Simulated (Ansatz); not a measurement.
# BH2O (SMILES [BH]O): UMP2/cc-pVTZ

What is the vertical ionisation energy of BH2O at UMP2/cc-pVTZ? 

The calculation is run with Ansatz 0.2.0.

50 further runs of the same task are left out: 50 set aside as unsound or not needed.

## 1. The structure to begin with

BH2O: 4 atoms, total charge 0, spin state doublet. SMILES: `[BH]O`. The shape is that of a PBE0-D4/def2-TZVP optimisation.

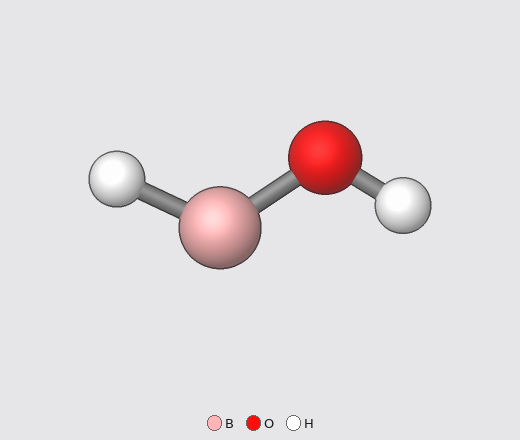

Viewed from a chosen angle; boron pink, oxygen red, hydrogen white.

## 2. A single-point energy at UMP2/cc-pVTZ

File job.yaml:

```yaml
crystal:
  periodic: [false, false, false]
  atoms:
    - symbol: B
      position_ang: [-0.006100, -0.485500, 0.388300]
    - symbol: O
      position_ang: [0.119700, 0.544500, -0.448600]
    - symbol: H
      position_ang: [-1.064200, -1.032400, 0.540300]
    - symbol: H
      position_ang: [1.006100, 0.913200, -0.500300]
basis:
  gaussian: {orbitals: cc-pVTZ}
total_charge: 0
magnetization: {spin_polarized: true, initial_magnetization: 1}
correlation: {method: mp2, frozen_orbitals: {B: 1, H: 0, O: 1}}
accuracy: high
```

On the command line:

```console
$ ansatz run job.yaml --threads 1 --pin off --max-ram 3480MiB --events-out events.jsonl --progress --plain --runs-dir runs
```

Standard output:

```text
Warning: RAYON_NUM_THREADS=1 ignored (pool sized by the plan → 1); use --threads N
Functional definition: HF
  name "HF"
  exchange = exact_x
  correlation = 0
1459 factors; integrals over basis functions are off by at most 3.0e-9 eV
mean field evaluation 1: about -2738.7233 eV, gradient 2.2e1 eV
mean field evaluation 2: about -2738.7256 eV, gradient 2.2e1 eV
mean field evaluation 4: about -2740.8829 eV, gradient 2.5e0 eV
mean field evaluation 8: about -2740.9881 eV, gradient 1.9e-1 eV
mean field -2740.98886962 eV, -100.7294830495 hartree, gradient 2.0e-8 eV, S^2 0.753751; 0 other end points of the search recorded, 0 dependent functions left out
2 core orbitals not correlated: weight in the atoms' cores, before any rotation towards them, 1.000 or more for the frozen orbitals, at most 0.000 for the correlated occupied ones
reference -2740.98886962 eV, -100.7294830495 hartree; 6, 5 occupied and 80, 81 virtual orbitals, 1459 factors
second order -8.74134598 eV of doubles, -0.00000000 eV of singles
Total energy: -2749.73021560 eV, -101.0507215893 hartree
```

It took 1.7 s on 1 thread of Arm Neoverse V1, shared host; peak memory 0.17 GiB.

## 3. The singlet cation, same level

File molecule.yaml:

```yaml
crystal:
  periodic: [false, false, false]
  atoms:
    - {symbol: B, position_ang: [-0.006100, -0.485500, 0.388300]}
    - {symbol: O, position_ang: [0.119700, 0.544500, -0.448600]}
    - {symbol: H, position_ang: [-1.064200, -1.032400, 0.540300]}
    - {symbol: H, position_ang: [1.006100, 0.913200, -0.500300]}
basis:
  gaussian: {orbitals: cc-pVTZ}
correlation: {method: mp2, frozen_orbitals: {B: 1, H: 0, O: 1}}
total_charge: 1
accuracy: high
```

On the command line:

```console
$ ansatz run molecule.yaml --threads 1 --pin off --max-ram 3480MiB --events-out events.jsonl --progress --plain --runs-dir runs
```

Standard output:

```text
Warning: RAYON_NUM_THREADS=1 ignored (pool sized by the plan → 1); use --threads N
Functional definition: HF
  name "HF"
  exchange = exact_x
  correlation = 0
1459 factors; integrals over basis functions are off by at most 3.0e-9 eV
mean field evaluation 1: about -2724.8836 eV, gradient 6.9e1 eV
mean field evaluation 2: about -2724.8831 eV, gradient 6.9e1 eV
mean field evaluation 4: about -2732.7311 eV, gradient 4.1e0 eV
mean field evaluation 8: about -2732.7864 eV, gradient 5.5e-4 eV
mean field -2732.78635930 eV, -100.4280463552 hartree, gradient 2.4e-8 eV, S^2 0.000000; 0 other end points of the search recorded, 0 dependent functions left out
2 core orbitals not correlated: weight in the atoms' cores, before any rotation towards them, 1.000 or more for the frozen orbitals, at most 0.000 for the correlated occupied ones
reference -2732.78635930 eV, -100.4280463552 hartree; 5, 5 occupied and 81, 81 virtual orbitals, 1459 factors
second order -8.72663292 eV of doubles, -0.00000000 eV of singles
Total energy: -2741.51299223 eV, -100.7487442000 hartree
```

It took 1.4 s on 1 thread of Arm Neoverse V1, shared host; peak memory 0.15 GiB.

## 4. Summary of results

At UMP2/cc-pVTZ, 2 core orbitals frozen:

| quantity | value |
| --- | --- |
| doublet BH2O: total energy | -101.05072 Eh |
| doublet BH2O: correlation energy (2 core orbitals frozen) | -321.2 mEh |
| doublet BH2O: ⟨S²⟩ of the reference determinant | 0.754 |
| singlet cation: total energy | -100.74874 Eh |
| singlet cation: correlation energy (2 core orbitals frozen) | -320.7 mEh |
| vertical ionisation energy (to the singlet cation) | 8.217 eV |

**Reading.** The vertical ionisation energy comes to 8.22 eV (189 kcal/mol). Only the singlet of the ionised species was computed; a triplet could lie lower.
